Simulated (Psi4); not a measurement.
# [C2H2F2]+ (SMILES [CH2+][C](F)F) at U-wB97X-D/may-cc-pVTZ (density fitting, sweep point 7)

Aim: the vertical ionisation energy of [C2H2F2]+ at U-wB97X-D/may-cc-pVTZ (density fitting, sweep point 7), from 2 runs. 

The calculation is run with Psi4 1.11.

### 1 The structure to begin with

[C2H2F2]+: 6 atoms, total charge +1, spin state doublet. SMILES: `[CH2+][C](F)F`. The shape is that of a GFN2-xTB optimisation. This is one conformer, not always the lowest.

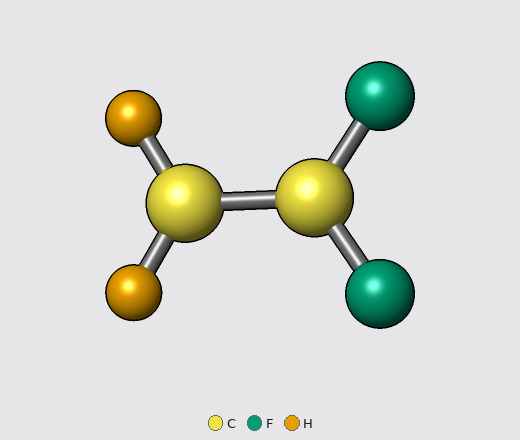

Viewed from a chosen angle; carbon yellow, fluorine teal, hydrogen amber.

### 2 The energy at U-wB97X-D/may-cc-pVTZ (density fitting, sweep point 7)

The input, calc.inp:

```
memory 1600 mb

molecule {
  1 2
  C     -0.311240     0.627880    -0.251470
  C      0.269710    -0.543000     0.216990
  F     -0.401710    -1.524620     0.680470
  F      1.529160    -0.747770     0.228470
  H      0.308060     1.437100    -0.637380
  H     -1.393960     0.750410    -0.237080
  symmetry c1
}

set {
  reference uks
  puream true
  scf_type df
  dft_radial_points 99
  dft_spherical_points 590
  maxiter 150
}

energy("wb97x-d/may-cc-pVTZ")
```

Launch:

```
$ psi4 -n 1 calc.inp calc.out
```

calc.out:

```text
[...]
  Running in c1 symmetry.
[...]
  Nuclear repulsion =  118.497686943311933
[...]
  Multiplicity = 2
[...]
  Nalpha       = 16
  Nbeta        = 15
[...]
    Number of basis functions: 164
[...]
   @DF-UKS iter   1:  -276.65156507341140   -7.89260e-02   2.54725e-03 DIIS/ADIIS
[...]
   @DF-UKS iter   9:  -276.72531188739259   -6.02472e-08   4.03510e-07 DIIS
[...]
   @S^2 Observed:                7.524357656E-01
[...]
    Orbital Energies [Eh]
    ---------------------
    Alpha Occupied:
       1A    -25.162014     2A    -25.161855     3A    -10.813855
       4A    -10.646273     5A     -1.720846     6A     -1.653185
       7A     -1.206652     8A     -1.043412     9A     -0.981805
      10A     -0.938354    11A     -0.926191    12A     -0.841903
      13A     -0.832054    14A     -0.818375    15A     -0.795605
      16A     -0.674732
    Alpha Virtual:
      17A     -0.237562    18A     -0.119155    19A     -0.079156
      20A     -0.078603    21A     -0.068374    22A     -0.062909
      23A     -0.037726    24A     -0.023824    25A     -0.020380
[...]
  @DF-UKS Final Energy:  -276.72531188739259
   => Energetics <=
    Nuclear Repulsion Energy =            118.4976869433119333
    One-Electron Energy =                -607.4027916167106014
    Two-Electron Energy =                 234.7608592039552775
    DFT Exchange-Correlation Energy =     -22.5801337630208145
    Empirical Dispersion Energy =          -0.0009326549283616
    VV10 Nonlocal Energy =                  0.0000000000000000
    Total Energy =                       -276.7253118873925928
[...]
 Multipole Moments:
 ------------------------------------------------------------------------------------
     Multipole            Electronic (a.u.)      Nuclear  (a.u.)        Total (a.u.)
 ------------------------------------------------------------------------------------
 L = 1.  Multiply by 2.5417464519 to convert [e a0] to [Debye]
 Dipole X            :          1.3789623           -2.0779374           -0.6989751
 Dipole Y            :         -2.7768709            4.1870476            1.4101766
 Dipole Z            :          1.1102078           -1.6742951           -0.5640872
 Magnitude           :                                                    1.6719326
[...]
```

Wall time 38 s (1 thread of Intel Xeon Platinum 8488C (Sapphire Rapids), shared host); peak memory 1.1 GiB.

### 3 Singlet [C2H2F2]2+

The input, job.dat:

```
memory 1600 mb

molecule {
  2 1
  C     -0.311240     0.627880    -0.251470
  C      0.269710    -0.543000     0.216990
  F     -0.401710    -1.524620     0.680470
  F      1.529160    -0.747770     0.228470
  H      0.308060     1.437100    -0.637380
  H     -1.393960     0.750410    -0.237080
  units angstrom
  symmetry c1
}

set {
  basis may-cc-pVTZ
  reference rks
  puream true
  scf_type df
  dft_radial_points 99
  dft_spherical_points 590
}

E, wfn = energy('wb97x-d', return_wfn=True)
```

Launch:

```
$ psi4 job.dat job.out -n 1
```

job.out:

```text
[...]
  Running in c1 symmetry.
[...]
  Nuclear repulsion =  118.497686943311933
[...]
  Multiplicity = 1
[...]
  Nalpha       = 15
  Nbeta        = 15
[...]
    Number of basis functions: 164
[...]
   @DF-RKS iter   1:  -275.93442789506577    6.38211e-01   2.44144e-03 ADIIS/DIIS
[...]
   @DF-RKS iter   9:  -276.01590820524268   -2.77684e-08   1.83317e-07 DIIS
[...]
    Orbital Energies [Eh]
    ---------------------
    Doubly Occupied:
       1A    -25.465399     2A    -25.465293     3A    -11.142166
       4A    -11.042797     5A     -2.008059     6A     -1.939213
       7A     -1.534506     8A     -1.327990     9A     -1.268852
      10A     -1.237063    11A     -1.212272    12A     -1.141972
      13A     -1.113627    14A     -1.107603    15A     -1.087832
[...]
  @DF-RKS Final Energy:  -276.01590820524268
   => Energetics <=
    Nuclear Repulsion Energy =            118.4976869433119333
    One-Electron Energy =                -597.5408393155590829
    Two-Electron Energy =                 225.3730807986460718
    DFT Exchange-Correlation Energy =     -22.3449039767132263
    Empirical Dispersion Energy =          -0.0009326549283616
    VV10 Nonlocal Energy =                  0.0000000000000000
    Total Energy =                       -276.0159082052426811
[...]
 Multipole Moments:
 ------------------------------------------------------------------------------------
     Multipole            Electronic (a.u.)      Nuclear  (a.u.)        Total (a.u.)
 ------------------------------------------------------------------------------------
 L = 1.  Multiply by 2.5417464519 to convert [e a0] to [Debye]
 Dipole X            :          0.7771717           -2.0779374           -1.3007657
 Dipole Y            :         -1.5641439            4.1870476            2.6229037
 Dipole Z            :          0.6248463           -1.6742951           -1.0494488
 Magnitude           :                                                    3.1101379
[...]
```

Wall time 30 s (1 thread of Intel Xeon Platinum 8488C (Sapphire Rapids), shared host); peak memory 1.1 GiB.

### 4 Outcome

Level: U-wB97X-D/may-cc-pVTZ (density fitting, sweep point 7).

```
                                             quantity          value
                      doublet [C2H2F2]+: total energy  -276.72531 Eh
doublet [C2H2F2]+: HOMO energy (highest over α and β)      -18.36 eV
 doublet [C2H2F2]+: LUMO energy (lowest over α and β)      -10.52 eV
                 doublet [C2H2F2]+: dispersion energy   -2.45 kJ/mol
                              doublet [C2H2F2]+: ⟨S²⟩          0.752
                     singlet [C2H2F2]2+: total energy  -276.01591 Eh
                      singlet [C2H2F2]2+: HOMO energy      -29.60 eV
                      singlet [C2H2F2]2+: LUMO energy      -20.12 eV
                    singlet [C2H2F2]2+: HOMO–LUMO gap        9.48 eV
                singlet [C2H2F2]2+: dispersion energy   -2.45 kJ/mol
 vertical ionisation energy (to the singlet dication)      19.304 eV
```

What this shows: Removing an electron at fixed nuclei costs 19.30 eV (1863 kJ/mol). Only the singlet of the ionised species was computed; a triplet could lie lower.
